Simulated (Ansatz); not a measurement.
# AlAsH₆O₂S (built from SMILES [AsH3].[OH][Al]([OH])[SH]): search for a transition state, part 2 of 2

Ansatz 0.2.0, Gaussian basis; PBE0-D4. Earlier steps stand in the parts before.

**7. Relaxing after a step of 0.30 Å one way along the mode**

File downa/in.yaml:

```yaml
crystal:
  periodic: [false, false, false]
  atoms:
    - {symbol: Al, position_ang: [-0.564644, -0.106115, -0.443784]}
    - {symbol: S, position_ang: [1.680991, 0.561445, -1.219358]}
    - {symbol: O, position_ang: [-0.994774, -1.581984, -1.172599]}
    - {symbol: O, position_ang: [-1.398260, 1.377329, -0.595155]}
    - {symbol: H, position_ang: [1.857813, 0.171020, 0.058653]}
    - {symbol: As, position_ang: [0.698530, -0.504793, 1.671204]}
    - {symbol: H, position_ang: [1.434220, 1.843942, -0.922609]}
    - {symbol: H, position_ang: [-1.233363, -1.703401, -2.085912]}
    - {symbol: H, position_ang: [-2.327330, 1.453630, -0.360024]}
    - {symbol: H, position_ang: [0.253697, 0.359441, 2.809923]}
    - {symbol: H, position_ang: [0.592920, -1.870514, 2.259861]}
basis:
  gaussian: {orbitals: def2-TZVP}
hamiltonian: {xc: pbe0, dispersion: d4}
relax: {f_tol: 0.005, max_steps: 200}
```

The run is started by

```console
$ ansatz run in.yaml --threads 8 --pin off --events-out ev --progress --plain --max-ram 19148MiB
```

The log of the run, shortened:

```text
Functional definition: PBE0
  name "PBE0"
  cite "Adamo & Barone, J. Chem. Phys. 110, 6158 (1999) doi:10.1063/1.478522"
  cite "Perdew, Burke & Ernzerhof, Phys. Rev. Lett. 77, 3865 (1996) doi:10.1103/PhysRevLett.77.3865"
  parent pbe
[...]
1539 factors; their error is unknown
[...]
mean field -82452.49247630 eV, -3030.0732101973 hartree, gradient 3.8e-5 eV, S^2 0.000000; 0 other end points of the search recorded, 0 dependent functions left out
[...]
reference -82452.49251117 eV, -3030.0732114788 hartree; 42, 42 occupied and 178, 178 virtual orbitals, 1539 factors
relax step   1: F+E_penalty+E_count = -82452.74737955 eV  Δ(F+E_penalty+E_count) = +0.000e0 eV  max|allowed force component| = 1.952e0 eV/Å  Δτ_max = 0.0000 Å  (29 SCF iters, accepted)
[...]
Atom 1 at     1.390210     1.016366    -1.452947 Å, force    -0.003046    -0.000350    -0.001462 eV/Å
Atom 2 at    -0.371464    -1.619018    -1.309345 Å, force    -0.000898    -0.001809    -0.002407 eV/Å
Atom 3 at    -1.683634     0.874940    -0.458112 Å, force     0.000351    -0.001374     0.004857 eV/Å
Atom 4 at     2.378187     0.150105    -1.171749 Å, force     0.001434    -0.001464     0.000927 eV/Å
Atom 5 at     0.620733    -0.688314     1.926511 Å, force    -0.000268    -0.000673     0.001036 eV/Å
Atom 6 at     1.763786     1.865976    -0.480738 Å, force     0.001034     0.001893     0.001199 eV/Å
Atom 7 at    -1.011093    -1.726011    -2.011819 Å, force     0.000693     0.000521     0.001400 eV/Å
Atom 8 at    -2.119197     1.288674     0.284516 Å, force    -0.000073     0.000278    -0.003479 eV/Å
Atom 9 at     0.065005     0.612356     2.498839 Å, force     0.000189    -0.000188    -0.000361 eV/Å
Atom 10 at    -0.583812    -1.484473     2.410756 Å, force     0.000270     0.000450    -0.000268 eV/Å
Dipole moment:     0.277224     0.475783    -0.177125 e Å
```

It took 87 s on 8 threads of Arm Neoverse V2, shared host; peak memory 0.77 GiB.

Relaxation path: (the energy doesn't fall at every step)

```csv
step,energy from step 1 (eV),largest force component (eV/Å)
1,0.0000,1.9519
2,-0.2482,0.4584
3,-0.3586,0.9916
4,-0.4606,0.7463
5,-0.5247,0.5677
6,-0.5507,0.3691
7,-0.5582,0.1451
8,-0.5615,0.1643
9,-0.5665,0.0621
10,-0.5677,0.1786
11,-0.5704,0.1112
12,-0.5237,1.3756
13,-0.5731,0.1118
14,-0.5760,0.2396
15,-0.5778,0.1804
16,-0.5821,0.3662
17,-0.5808,0.3517
18,-0.5874,0.1316
19,-0.5920,0.2681
20,-0.5960,0.0621
21,-0.5990,0.0434
22,-0.5990,0.0666
23,-0.5997,0.0328
24,-0.6000,0.0082
25,-0.6001,0.0226
26,-0.6002,0.0171
27,-0.6003,0.0114
28,-0.6003,0.0078
29,-0.6003,0.0111
30,-0.6003,0.0121
31,-0.6004,0.0090
32,-0.6004,0.0061
33,-0.6004,0.0049
```

Distances of close pairs at the start and the end, largest changes first:

```
   bond  before (Å)  after (Å)  change (Å)
 Al1–S2       2.468      2.564      +0.096
Al1–As6       2.496      2.445      -0.051
As6–H11       1.491      1.523      +0.032
As6–H10       1.497      1.526      +0.029
 Al1–O3       1.701      1.710      +0.009
  O4–H9       0.961      0.955      -0.006
  S2–H7       1.339      1.344      +0.005
  O3–H8       0.952      0.956      +0.004
```

**8. Relaxing after a step of 0.30 Å the other way along the mode**

File downb/in.yaml:

```yaml
crystal:
  periodic: [false, false, false]
  atoms:
    - {symbol: Al, position_ang: [-0.504940, -0.024909, -0.659878]}
    - {symbol: S, position_ang: [1.603755, 0.564680, -1.335479]}
    - {symbol: O, position_ang: [-1.012926, -1.565926, -1.194016]}
    - {symbol: O, position_ang: [-1.451909, 1.398342, -0.609231]}
    - {symbol: H, position_ang: [1.736843, -0.012524, 0.616934]}
    - {symbol: As, position_ang: [0.616942, -0.470507, 1.545364]}
    - {symbol: H, position_ang: [1.460172, 1.844914, -0.914121]}
    - {symbol: H, position_ang: [-1.273616, -1.732750, -2.102023]}
    - {symbol: H, position_ang: [-2.366981, 1.437093, -0.360028]}
    - {symbol: H, position_ang: [0.418901, 0.390260, 2.783692]}
    - {symbol: H, position_ang: [0.773559, -1.828675, 2.228987]}
basis:
  gaussian: {orbitals: def2-TZVP}
hamiltonian: {xc: pbe0, dispersion: d4}
relax: {f_tol: 0.005, max_steps: 200}
```

The run is started by

```console
$ ansatz run in.yaml --threads 8 --pin off --events-out ev --progress --plain --max-ram 19148MiB
```

The log of the run:

```text
[... 5 set-up lines as earlier in the session ...]
  parameter a = 0.25
  parameter kappa = 0.804
  parameter beta = 0.06672455060314922
  exchange = (1 - a)*pbe_x(kappa = kappa, mu = beta*pi^2/3) + a*exact_x
  correlation = pbe_c(beta = beta)
1539 factors; their error is unknown
mean field evaluation 1: about -82441.4493 eV, gradient 8.2e1 eV
mean field evaluation 2: about -82411.6175 eV, gradient 1.5e2 eV
mean field evaluation 4: about -82452.2258 eV, gradient 6.7e0 eV
mean field evaluation 8: about -82452.3189 eV, gradient 1.4e-1 eV
mean field evaluation 16: about -82452.6086 eV, gradient 5.3e-4 eV
mean field -82452.60862877 eV, -3030.0774787217 hartree, gradient 6.5e-5 eV, S^2 0.000000; 0 other end points of the search recorded, 0 dependent functions left out
the calculation of the forces begins
reference -82452.60866363 eV, -3030.0774800029 hartree; 42, 42 occupied and 178, 178 virtual orbitals, 1539 factors
relax step   1: F+E_penalty+E_count = -82452.86705349 eV  Δ(F+E_penalty+E_count) = +0.000e0 eV  max|allowed force component| = 1.171e0 eV/Å  Δτ_max = 0.0000 Å  (30 SCF iters, accepted)
these checks for a lower state are left out or cut short: starts, cluster_reference, orbital_swaps, neighbouring_geometries, increment
1539 factors; their error is unknown
mean field -82452.95003433 eV, -3030.0900251446 hartree, gradient 1.7e-5 eV, S^2 0.000000; 0 other end points of the search recorded, 0 dependent functions left out
the calculation of the forces begins
reference -82452.95006934 eV, -3030.0900264313 hartree; 42, 42 occupied and 178, 178 virtual orbitals, 1539 factors
relax step   2: F+E_penalty+E_count = -82453.20517291 eV  Δ(F+E_penalty+E_count) = -3.381e-1 eV  max|allowed force component| = 1.077e0 eV/Å  Δτ_max = 0.1992 Å  (32 SCF iters, accepted)
these checks for a lower state are left out or cut short: starts, cluster_reference, orbital_swaps, neighbouring_geometries, increment
1539 factors; their error is unknown
mean field evaluation 32: about -82453.1665 eV, gradient 8.5e-6 eV
mean field -82453.16650570 eV, -3030.0979803207 hartree, gradient 8.4e-6 eV, S^2 0.000000; 0 other end points of the search recorded, 0 dependent functions left out
the calculation of the forces begins
reference -82453.16654084 eV, -3030.0979816122 hartree; 42, 42 occupied and 178, 178 virtual orbitals, 1539 factors
relax step   3: F+E_penalty+E_count = -82453.42045052 eV  Δ(F+E_penalty+E_count) = -2.153e-1 eV  max|allowed force component| = 9.966e-1 eV/Å  Δτ_max = 0.1949 Å  (32 SCF iters, accepted)
[... from here on, the SCF cycles and remarks between the steps are left out ...]
relax step   4: F+E_penalty+E_count = -82453.58160674 eV  Δ(F+E_penalty+E_count) = -1.612e-1 eV  max|allowed force component| = 7.527e-1 eV/Å  Δτ_max = 0.1984 Å  (31 SCF iters, accepted)
relax step   5: F+E_penalty+E_count = -82453.68673118 eV  Δ(F+E_penalty+E_count) = -1.051e-1 eV  max|allowed force component| = 3.115e-1 eV/Å  Δτ_max = 0.2000 Å  (30 SCF iters, accepted)
relax step   6: F+E_penalty+E_count = -82453.74010057 eV  Δ(F+E_penalty+E_count) = -5.337e-2 eV  max|allowed force component| = 5.119e-1 eV/Å  Δτ_max = 0.1957 Å  (30 SCF iters, accepted)
relax step   7: F+E_penalty+E_count = -82453.76690077 eV  Δ(F+E_penalty+E_count) = -2.680e-2 eV  max|allowed force component| = 4.294e-1 eV/Å  Δτ_max = 0.1990 Å  (31 SCF iters, accepted)
relax step   8: F+E_penalty+E_count = -82453.77919533 eV  Δ(F+E_penalty+E_count) = -1.229e-2 eV  max|allowed force component| = 2.402e-1 eV/Å  Δτ_max = 0.1916 Å  (31 SCF iters, accepted)
relax step   9: F+E_penalty+E_count = -82453.78340312 eV  Δ(F+E_penalty+E_count) = -4.208e-3 eV  max|allowed force component| = 1.547e-1 eV/Å  Δτ_max = 0.2000 Å  (30 SCF iters, accepted)
relax step  10: F+E_penalty+E_count = -82453.77441845 eV  Δ(F+E_penalty+E_count) = +8.985e-3 eV  max|allowed force component| = 2.720e-1 eV/Å  Δτ_max = 0.2000 Å  (36 SCF iters, rejected (line search))
relax step  11: F+E_penalty+E_count = -82453.78781281 eV  Δ(F+E_penalty+E_count) = -4.410e-3 eV  max|allowed force component| = 3.662e-1 eV/Å  Δτ_max = 0.0978 Å  (30 SCF iters, accepted)
relax step  12: F+E_penalty+E_count = -82453.79286588 eV  Δ(F+E_penalty+E_count) = -5.053e-3 eV  max|allowed force component| = 3.183e-2 eV/Å  Δτ_max = 0.0613 Å  (31 SCF iters, accepted)
relax step  13: F+E_penalty+E_count = -82453.79318729 eV  Δ(F+E_penalty+E_count) = -3.214e-4 eV  max|allowed force component| = 2.142e-2 eV/Å  Δτ_max = 0.0308 Å  (31 SCF iters, accepted)
relax step  14: F+E_penalty+E_count = -82453.79167755 eV  Δ(F+E_penalty+E_count) = +1.510e-3 eV  max|allowed force component| = 2.582e-1 eV/Å  Δτ_max = 0.1957 Å  (30 SCF iters, rejected (line search))
relax step  15: F+E_penalty+E_count = -82453.78785829 eV  Δ(F+E_penalty+E_count) = +5.329e-3 eV  max|allowed force component| = 1.950e-1 eV/Å  Δτ_max = 0.0765 Å  (31 SCF iters, rejected (line search))
relax step  16: F+E_penalty+E_count = -82453.79361212 eV  Δ(F+E_penalty+E_count) = -4.248e-4 eV  max|allowed force component| = 9.917e-3 eV/Å  Δτ_max = 0.0351 Å  (30 SCF iters, accepted)
relax step  17: F+E_penalty+E_count = -82453.79434386 eV  Δ(F+E_penalty+E_count) = -7.317e-4 eV  max|allowed force component| = 1.048e-1 eV/Å  Δτ_max = 0.0982 Å  (30 SCF iters, accepted)
relax step  18: F+E_penalty+E_count = -82453.79499072 eV  Δ(F+E_penalty+E_count) = -6.469e-4 eV  max|allowed force component| = 1.455e-1 eV/Å  Δτ_max = 0.0590 Å  (30 SCF iters, accepted)
relax step  19: F+E_penalty+E_count = -82453.79635926 eV  Δ(F+E_penalty+E_count) = -1.369e-3 eV  max|allowed force component| = 1.570e-1 eV/Å  Δτ_max = 0.0598 Å  (30 SCF iters, accepted)
relax step  20: F+E_penalty+E_count = -82453.79627846 eV  Δ(F+E_penalty+E_count) = +8.080e-5 eV  max|allowed force component| = 3.261e-1 eV/Å  Δτ_max = 0.1623 Å  (30 SCF iters, rejected (line search))
relax step  21: F+E_penalty+E_count = -82453.79992490 eV  Δ(F+E_penalty+E_count) = -3.566e-3 eV  max|allowed force component| = 1.657e-1 eV/Å  Δτ_max = 0.0793 Å  (30 SCF iters, accepted)
relax step  22: F+E_penalty+E_count = -82453.80324692 eV  Δ(F+E_penalty+E_count) = -3.322e-3 eV  max|allowed force component| = 1.249e-1 eV/Å  Δτ_max = 0.0975 Å  (30 SCF iters, accepted)
relax step  23: F+E_penalty+E_count = -82453.80714620 eV  Δ(F+E_penalty+E_count) = -3.899e-3 eV  max|allowed force component| = 2.585e-1 eV/Å  Δτ_max = 0.1461 Å  (32 SCF iters, accepted)
relax step  24: F+E_penalty+E_count = -82453.81168204 eV  Δ(F+E_penalty+E_count) = -4.536e-3 eV  max|allowed force component| = 2.627e-1 eV/Å  Δτ_max = 0.0635 Å  (30 SCF iters, accepted)
relax step  25: F+E_penalty+E_count = -82453.81582121 eV  Δ(F+E_penalty+E_count) = -4.139e-3 eV  max|allowed force component| = 8.017e-2 eV/Å  Δτ_max = 0.2000 Å  (29 SCF iters, accepted)
relax step  26: F+E_penalty+E_count = -82453.82327732 eV  Δ(F+E_penalty+E_count) = -7.456e-3 eV  max|allowed force component| = 1.036e-1 eV/Å  Δτ_max = 0.1905 Å  (29 SCF iters, accepted)
relax step  27: F+E_penalty+E_count = -82453.82534855 eV  Δ(F+E_penalty+E_count) = -2.071e-3 eV  max|allowed force component| = 1.357e-1 eV/Å  Δτ_max = 0.0910 Å  (30 SCF iters, accepted)
relax step  28: F+E_penalty+E_count = -82453.82817965 eV  Δ(F+E_penalty+E_count) = -2.831e-3 eV  max|allowed force component| = 1.684e-1 eV/Å  Δτ_max = 0.0401 Å  (30 SCF iters, accepted)
relax step  29: F+E_penalty+E_count = -82453.83166006 eV  Δ(F+E_penalty+E_count) = -3.480e-3 eV  max|allowed force component| = 3.382e-2 eV/Å  Δτ_max = 0.0544 Å  (30 SCF iters, accepted)
relax step  30: F+E_penalty+E_count = -82453.83232326 eV  Δ(F+E_penalty+E_count) = -6.632e-4 eV  max|allowed force component| = 1.510e-2 eV/Å  Δτ_max = 0.0386 Å  (31 SCF iters, accepted)
relax step  31: F+E_penalty+E_count = -82453.83253029 eV  Δ(F+E_penalty+E_count) = -2.070e-4 eV  max|allowed force component| = 4.039e-2 eV/Å  Δτ_max = 0.0603 Å  (30 SCF iters, accepted)
relax step  32: F+E_penalty+E_count = -82453.83271739 eV  Δ(F+E_penalty+E_count) = -1.871e-4 eV  max|allowed force component| = 2.092e-2 eV/Å  Δτ_max = 0.0105 Å  (33 SCF iters, accepted)
relax step  33: F+E_penalty+E_count = -82453.83280342 eV  Δ(F+E_penalty+E_count) = -8.604e-5 eV  max|allowed force component| = 3.713e-3 eV/Å  Δτ_max = 0.0069 Å  (33 SCF iters, accepted)
these checks for a lower state are left out or cut short: starts, cluster_reference, orbital_swaps, neighbouring_geometries, increment
1539 factors; their error is unknown
mean field -82453.58568434 eV, -3030.1133848517 hartree, gradient 2.3e-5 eV, S^2 0.000000; 0 other end points of the search recorded, 0 dependent functions left out
the calculation of the forces begins
reference -82453.58571924 eV, -3030.1133861343 hartree; 42, 42 occupied and 178, 178 virtual orbitals, 1539 factors
relax step  34: F+E_penalty+E_count = -82453.83281057 eV  Δ(F+E_penalty+E_count) = -7.146e-6 eV  max|allowed force component| = 3.679e-3 eV/Å  Δτ_max = 0.0057 Å  (32 SCF iters, accepted)
1539 factors; their error is unknown
mean field evaluation 256: about -82453.5857 eV, gradient 3.6e-3 eV
mean field -82453.58568434 eV, -3030.1133848517 hartree, gradient 2.3e-5 eV, S^2 0.000000; 1 other end points of the search recorded, 0 dependent functions left out
the calculation of the forces begins
reference -82453.58571924 eV, -3030.1133861343 hartree; 42, 42 occupied and 178, 178 virtual orbitals, 1539 factors
Total energy: -82453.83284547 eV, -3030.1224678558 hartree
Atom 0 at    -0.440554     0.157355    -0.823022 Å, force    -0.003679     0.000033    -0.001659 eV/Å
Atom 1 at     1.439610     0.339604    -1.970077 Å, force    -0.000208    -0.000420     0.000633 eV/Å
Atom 2 at    -1.388557    -1.246940    -1.036852 Å, force     0.002192     0.000978     0.000600 eV/Å
Atom 3 at    -1.163709     1.626566    -0.341607 Å, force     0.002247    -0.000732    -0.000243 eV/Å
Atom 4 at     1.562858     0.510141     2.143139 Å, force    -0.000595    -0.000477     0.000615 eV/Å
Atom 5 at     0.614239    -0.480742     1.520081 Å, force    -0.000048    -0.000890     0.000861 eV/Å
Atom 6 at     1.458705     1.674392    -1.813661 Å, force     0.000230     0.000650    -0.000506 eV/Å
Atom 7 at    -1.281843    -1.829389    -1.786239 Å, force    -0.000300     0.000665     0.000635 eV/Å
Atom 8 at    -2.111316     1.705081    -0.245989 Å, force    -0.000383    -0.000751    -0.000079 eV/Å
Atom 9 at    -0.204814    -0.769573     2.755522 Å, force     0.000746     0.000381    -0.000636 eV/Å
Atom 10 at     1.515180    -1.686497     1.598906 Å, force    -0.000202     0.000563    -0.000221 eV/Å
Dipole moment:     0.000445    -0.224535     0.612896 e Å
```

Run time: 89 s. Hardware: 8 threads of Arm Neoverse V2, shared host; peak memory 0.76 GiB.

Along the way: (not every step is listed) (the energy doesn't fall at every step)

| step | energy from step 1 (eV) | largest force component (eV/Å) |
| --- | --- | --- |
| 1 | 0.0000 | 1.1707 |
| 2 | -0.3381 | 1.0769 |
| 3 | -0.5534 | 0.9966 |
| 4 | -0.7146 | 0.7527 |
| 5 | -0.8197 | 0.3115 |
| 6 | -0.8730 | 0.5119 |
| 7 | -0.8998 | 0.4294 |
| 8 | -0.9121 | 0.2402 |
| 9 | -0.9163 | 0.1547 |
| 11 | -0.9208 | 0.3663 |
| 13 | -0.9261 | 0.0214 |
| 15 | -0.9208 | 0.1950 |
| 17 | -0.9273 | 0.1048 |
| 19 | -0.9293 | 0.1570 |
| 21 | -0.9329 | 0.1657 |
| 23 | -0.9401 | 0.2585 |
| 25 | -0.9488 | 0.0802 |
| 27 | -0.9583 | 0.1357 |
| 29 | -0.9646 | 0.0338 |
| 30 | -0.9653 | 0.0151 |
| 31 | -0.9655 | 0.0404 |
| 32 | -0.9657 | 0.0209 |
| 33 | -0.9658 | 0.0037 |
| 34 | -0.9658 | 0.0037 |

Distances of close pairs at the start and the end, largest changes first:

```
   bond  before (Å)  after (Å)  change (Å)
Al1–As6       2.514      2.648      +0.134
 Al1–S2       2.291      2.210      -0.081
As6–H11       1.529      1.507      -0.021
 H5–As6       1.525      1.507      -0.018
  S2–H7       1.355      1.344      -0.011
As6–H10       1.521      1.510      -0.011
  O4–H9       0.949      0.956      +0.006
  O3–H8       0.959      0.955      -0.004
```

**9. The three structures**

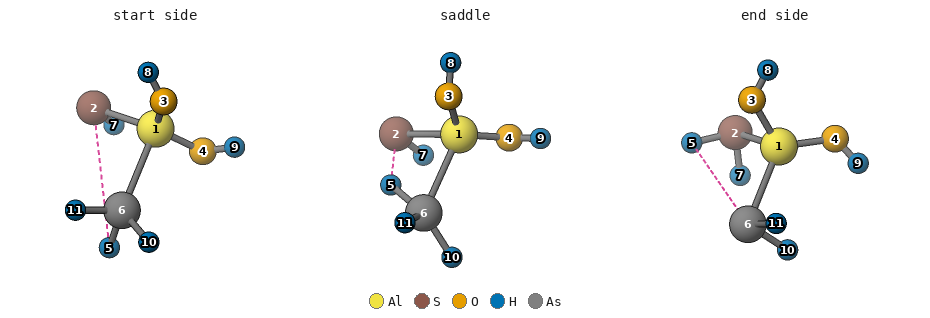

The minimum on the start side, the saddle and the minimum on the end side; broken lines join the pairs that change, where they aren't drawn as bonds.

```csv
pair,start side (Å),saddle (Å),end side (Å)
S2–H5,4.119,1.693,1.344
Al1–S2,2.210,2.379,2.564
H5–As6,1.507,1.798,3.659
```

**10. Summary of results**

This closing draws on all 2 parts.

```
                       quantity                                         value
                 imaginary mode                                     886i cm⁻¹
    barrier from the start side                                  113.1 kJ/mol
      barrier from the end side                                   66.3 kJ/mol
             energy of the step                                  +46.8 kJ/mol
              pairs that change  S2–H5 formed, Al1–S2 loosened, H5–As6 broken
zero-point energy at the saddle                                      1.575 eV
```

**Reading.** The point has a single imaginary mode (886i cm⁻¹), as a transition state must. It joins the planned start and end. A bond meant to break is only loosened at the end: the products stay bound as an adduct. At PBE0-D4/def2-TZVP the electronic barrier is 113.1 kJ/mol, about 46 kT at 298 K, and the step runs 46.8 kJ/mol uphill. Lower complexes than these ends may exist.
